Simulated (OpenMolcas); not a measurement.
# SnSe (SMILES [Se][Sn]) at MP2/ANO-RCC-VDZP (DKH2)

Aim: the energy change on altering one bond length of SnSe at MP2/ANO-RCC-VDZP (DKH2), from 2 runs. 

Program for the calculation: OpenMolcas 26.06.

## Step 1: The system as given

The species is SnSe (2 atoms), meant as a singlet with charge 0. As SMILES, `[Se][Sn]`. The shape is that of a PBE0-D4/def2-TZVP optimisation.

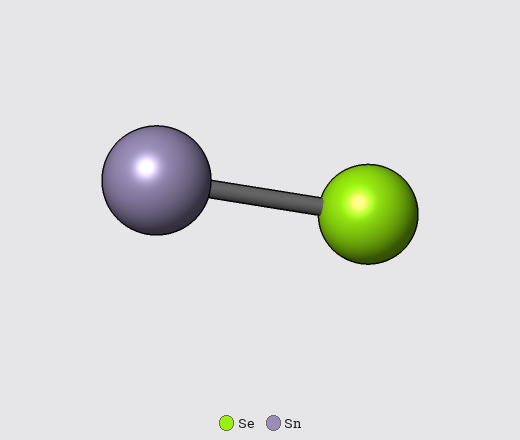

Viewed from a chosen angle; selenium green, tin purple.

## Step 2: A single-point energy at MP2/ANO-RCC-VDZP (DKH2)

File struct.xyz:

```xyz
2

Se     0.000000     0.000000     0.006530
Sn     0.000000     0.000000     2.331810
```

File job.inp:

```
&GATEWAY
Coord = struct.xyz
Basis = ANO-RCC-VDZP
Group = NoSym
&SEWARD
&SCF
PrOrbitals = 1 1
&MBPT2
Frozen = 27
```

Command:

```bash
export MOLCAS_MEM=1860
pymolcas job.inp > job.log
```

Output:

```text
--- Start Module: gateway ---
[...]
--- Stop Module: gateway /rc=_RC_ALL_IS_WELL_ ---
[...]
      Basis functions           70
[...]
--- Start Module: scf ---
[...]
       Convergence after  11 Iterations
[...]
::    Total SCF energy                              -8600.5014390768
[...]
      Total spin, S                                     0.0000000000
[...]
      Total electronic charge=   84.000000
      Total            charge=   -0.000000
[...]
      Dipole Moment (debye):
      Origin of the operator (angstrom)=    0.0000    0.0000    1.4018
                   X= -2.6089E-11               Y= -1.0760E-11               Z=  3.8272E+00           Total=  3.8272E+00
      Quadrupole Moment (debye*angstrom):
[...]
--- Stop Module: scf /rc=_RC_ALL_IS_WELL_ ---
[...]
--- Start Module: mbpt2 ---
[...]
WARNING!
Default frozen orbitals as non valence orbitals is overwritten by user input.
Default values:  32
[...]
       Reference weight ( Cref**2 )         =        0.84455
::    Total MBPT2 energy                            -8601.0278911563
[...]
      Total MBPT2 calculations                           0.15      0.18
--- Stop Module: mbpt2 /rc=_RC_ALL_IS_WELL_ ---
[...]
```

Wall time 16 s (1 thread of Arm Neoverse N1, shared host); peak memory 0.44 GiB.

## Step 3: The distorted shape, same level

File struct.xyz:

```xyz
2

Se     0.000000     0.000000    -0.574790
Sn     0.000000     0.000000     2.331810
```

File job.input:

```
>>> EXPORT MOLCAS_PRINT=2

&GATEWAY
  Coord
  struct.xyz
  Basis
  ANO-RCC-VDZP
  Group
  NoSym

&SEWARD

&SCF
  PrOrbitals
  1 1

&MBPT2
  Frozen
  27
```

Command:

```bash
export MOLCAS_MEM=1860
pymolcas job.input > job.log
```

Output:

```text
--- Start Module: gateway ---
[...]
--- Stop Module: gateway /rc=_RC_ALL_IS_WELL_ ---
[...]
      Basis functions           70
[...]
--- Start Module: scf ---
[...]
       Convergence after  12 Iterations
[...]
::    Total SCF energy                              -8600.4314269945
[...]
      Total spin, S                                     0.0000000000
[...]
      Total electronic charge=   84.000000
      Total            charge=   -0.000000
[...]
      Dipole Moment (debye):
      Origin of the operator (angstrom)=    0.0000    0.0000    1.1693
                   X= -1.3924E-11               Y= -2.2067E-11               Z=  6.9664E+00           Total=  6.9664E+00
      Quadrupole Moment (debye*angstrom):
[...]
--- Stop Module: scf /rc=_RC_ALL_IS_WELL_ ---
[...]
--- Start Module: mbpt2 ---
[...]
WARNING!
Default frozen orbitals as non valence orbitals is overwritten by user input.
Default values:  32
[...]
       Reference weight ( Cref**2 )         =        0.81373
::    Total MBPT2 energy                            -8600.9697432640
[...]
      Total MBPT2 calculations                           0.15      0.18
--- Stop Module: mbpt2 /rc=_RC_ALL_IS_WELL_ ---
[...]
```

Run time: 16 s. Hardware: 1 thread of Arm Neoverse N1, shared host; peak memory 0.44 GiB.

## Step 4: Outcome

At MP2/ANO-RCC-VDZP (DKH2), 27 core orbitals frozen:

| quantity | value |
| --- | --- |
| first shape: total energy | -8601.02789 Eh |
| first shape: dipole moment (mean-field density) | 3.83 D |
| first shape: HOMO energy (Hartree–Fock orbitals) | -9.11 eV |
| first shape: LUMO energy (Hartree–Fock orbitals) | -0.04 eV |
| first shape: HOMO–LUMO gap (Hartree–Fock orbitals) | 9.06 eV |
| first shape: correlation energy (27 core orbitals frozen) | -526.5 mEh |
| distorted shape: total energy | -8600.96974 Eh |
| distorted shape: dipole moment (mean-field density) | 6.97 D |
| distorted shape: HOMO energy (Hartree–Fock orbitals) | -7.92 eV |
| distorted shape: LUMO energy (Hartree–Fock orbitals) | -1.20 eV |
| distorted shape: HOMO–LUMO gap (Hartree–Fock orbitals) | 6.73 eV |
| distorted shape: correlation energy (27 core orbitals frozen) | -538.3 mEh |
| energy change with the Se1–Sn2 bond stretched from 2.325 to 2.907 Å | 1.582 eV |

With the Se1–Sn2 bond stretched from 2.325 to 2.907 Å the energy rises by 1.58 eV (36 kcal/mol). The first shape isn't relaxed at this level, so the change isn't measured from a minimum.
